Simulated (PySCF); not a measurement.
# Run report: CH$_{10}$N$_{2}$OSi$_{2}$, NMR shielding calculation

The run: NMR shielding calculation of CH$_{10}$N$_{2}$OSi$_{2}$. Method and program: GIAO PBE0/pcSseg-1 NMR shielding, non-relativistic, gas phase (PySCF 2.14.0).

The geometry comes from this level: GFN2-xTB. It belongs to a series of runs on one base structure; here: constitutional isomer. Figures and captions count atoms from 1; the log counts them from 0 in places.

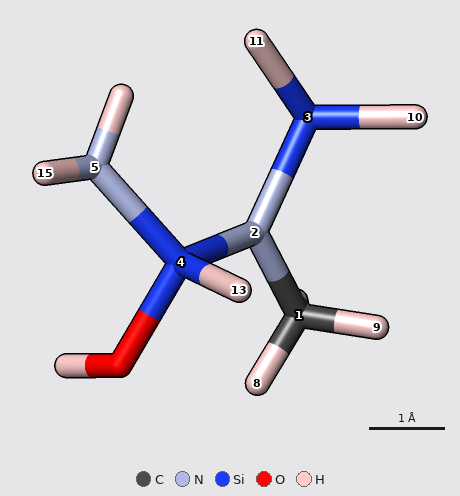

**Figure 1.** The structure (stick view, seen at an oblique angle; atoms are numbered from 1 in the order of the input). Bond lengths as drawn: C–H 1.09 Å, C–N 1.45 Å, H–N 1.01 Å, H–O 0.95 Å, H–Si 1.46 to 1.47 Å, N–Si 1.72 to 1.74 Å and O–Si 1.63 Å.

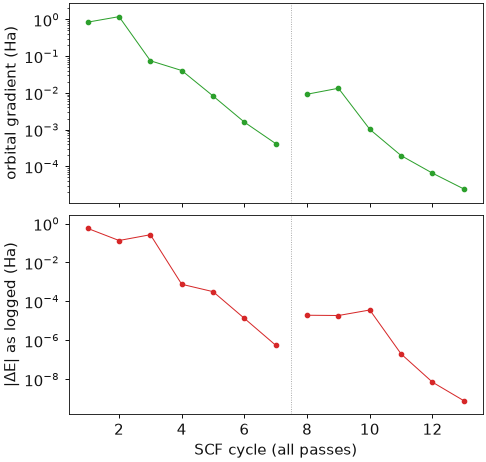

**Figure 2.** Convergence of the self-consistent field: orbital gradient and size of the energy change against the SCF cycle. The dotted line marks the change from a coarse to the final integration grid. The first 7 cycles use a coarse grid, the final grid takes over at cycle 8, and the field converges after 13 cycles in all.

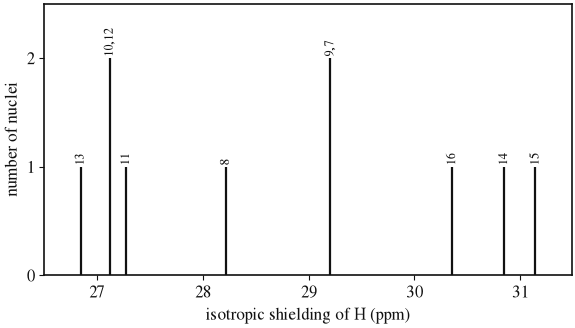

**Figure 3.** Isotropic shieldings of the hydrogen nuclei in this fixed geometry, labelled by atom number; shielding grows to the right, so chemical shift grows to the left. The least shielded is H13 (26.8 ppm), the most shielded H15 (31.1 ppm).

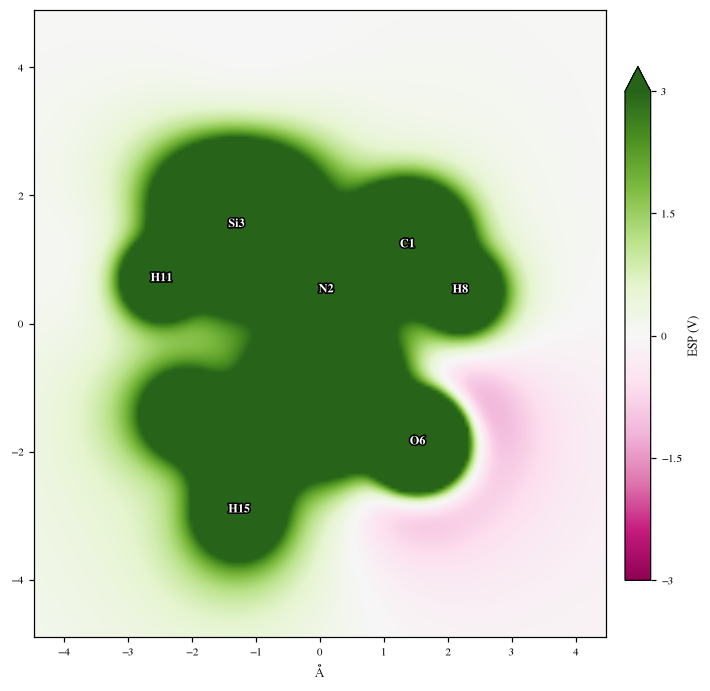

**Figure 4.** Electrostatic potential on the plane of atoms N2, C1 and H8. The section cuts through C, N, Si, O and H sites.

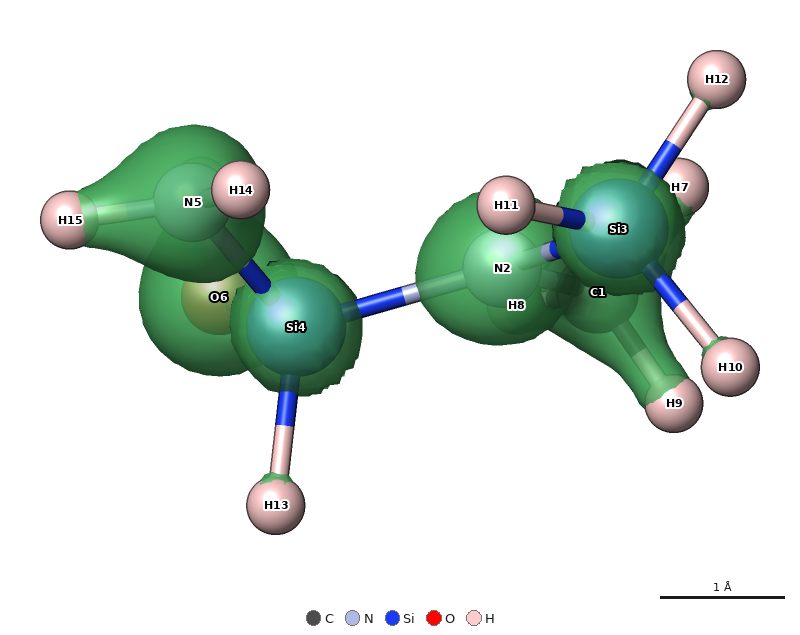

**Figure 5.** Isosurface of the electron density at 1.5 e/Å³ (green), seen from the side. At this value the surface falls into nine separate pieces. It is pinched off along the Si–O (1.63 Å) and Si–N (1.72 Å) contacts. On the grid the lowest density along these lines, outside the cores, is 1.8 e/Å³ (C–N, 1.45 Å), 1 e/Å³ (Si–O, 1.63 Å), 0.94 e/Å³ (Si–N, 1.72 Å) and 2.5 e/Å³ (O–H, 0.95 Å).

These pictures come from the run below.

### The input
```
{"job": {"kind": "nmr", "xc": "PBE0", "basis": "pcSseg-1"}, "charge": 0, "multiplicity": 1}
C     -1.103447    -1.449928     0.322251
N     -0.485838    -0.159869     0.079356
Si    -1.582823     1.176421     0.100418
Si     1.130939    -0.184718    -0.556949
N      1.895206     1.259525    -0.007993
O      1.966086    -1.456214     0.017443
H     -1.663142    -1.431719     1.259340
H     -0.343434    -2.224518     0.385127
H     -1.796682    -1.719089    -0.479702
H     -2.609683     1.020069    -0.941053
H     -0.818801     2.397490    -0.143682
H     -2.231365     1.205505     1.416773
H      1.156287    -0.481111    -1.988790
H      1.392424     2.122389    -0.123327
H      2.854503     1.391517    -0.284202
H      2.232169    -1.456807     0.933581
```

The first line tells a small driver script what to run in PySCF; the rest is the geometry in Å.

Launched with:
```bash
OMP_NUM_THREADS=1 python <driver script> task.json out
```

### Output
```
coarse grid: 13744 points
cycle   1  E = -807.2212156342  dE =  5.622e-01  |g| = 8.406e-01  |ddm| = 3.527e+00
cycle   2  E = -807.0869317573  dE =  1.343e-01  |g| = 1.186e+00  |ddm| = 1.532e+00
cycle   3  E = -807.3531761273  dE = -2.662e-01  |g| = 7.470e-02  |ddm| = 9.988e-01
cycle   4  E = -807.3539316803  dE = -7.556e-04  |g| = 4.055e-02  |ddm| = 7.204e-02
cycle   5  E = -807.3542466414  dE = -3.150e-04  |g| = 8.207e-03  |ddm| = 3.435e-02
cycle   6  E = -807.3542599459  dE = -1.330e-05  |g| = 1.592e-03  |ddm| = 7.669e-03
cycle   7  E = -807.3542604969  dE = -5.510e-07  |g| = 4.146e-04  |ddm| = 1.407e-03
final grid: 121976 points
cycle   8  E = -807.3915877756  dE = -1.936e-05  |g| = 9.189e-03  |ddm| = 1.811e-02
cycle   9  E = -807.3915690494  dE =  1.873e-05  |g| = 1.334e-02  |ddm| = 1.663e-02
cycle  10  E = -807.3916050407  dE = -3.599e-05  |g| = 1.017e-03  |ddm| = 1.009e-02
cycle  11  E = -807.3916052377  dE = -1.970e-07  |g| = 1.958e-04  |ddm| = 7.303e-04
cycle  12  E = -807.3916052447  dE = -6.997e-09  |g| = 6.519e-05  |ddm| = 1.861e-04
cycle  13  E = -807.3916052455  dE = -7.813e-10  |g| = 2.423e-05  |ddm| = 7.276e-05
converged SCF energy = -807.3916052455

GIAO shielding tensors (ppm)
atom      isotropic    diamagn.    paramagn.     s11        s22        s33       span
  0 C      155.350     243.669     -88.319    129.780    146.947    189.324     59.544
  1 N      246.943     331.535     -84.591    222.454    243.122    275.254     52.800
  2 Si     403.699     881.677    -477.979    352.754    378.781    479.560    126.806
  3 Si     385.439     881.464    -496.024    362.575    388.995    404.749     42.174
  4 N      238.010     319.049     -81.039    215.767    236.542    261.722     45.955
  5 O      290.300     389.283     -98.983    263.200    272.002    335.698     72.498
  6 H       29.212      29.737      -0.526     24.543     26.731     36.361     11.818
  7 H       28.218      30.052      -1.835     22.149     29.022     33.482     11.333
  8 H       29.197      29.199      -0.003     24.213     26.467     36.911     12.698
  9 H       27.103      29.848      -2.744     23.493     24.832     32.985      9.492
 10 H       27.273      31.884      -4.611     22.720     27.641     31.458      8.738
 11 H       27.136      30.187      -3.051     23.540     25.017     32.852      9.311
 12 H       26.845      30.631      -3.786     23.503     24.336     32.697      9.195
 13 H       30.845      33.628      -2.783     22.486     28.918     41.132     18.646
 14 H       31.143      29.886       1.257     24.222     26.591     42.615     18.393
 15 H       30.355      32.573      -2.218     23.088     24.319     43.658     20.571
```

### Key numbers

```tsv
quantity	value
outcome	converged
total energy	−807.391605 hartree
HOMO	−6.84 eV
LUMO	0.63 eV
dipole moment	1.14 D
isotropic shielding, C	155.4 ppm
isotropic shielding, N	238.0 to 246.9 ppm
isotropic shielding, Si	385.4 to 403.7 ppm
isotropic shielding, O	290.3 ppm
isotropic shielding, H	26.8 to 31.1 ppm
hardware	1 CPU thread, shared host
wall time	49 s
peak memory	0.75 GiB
```
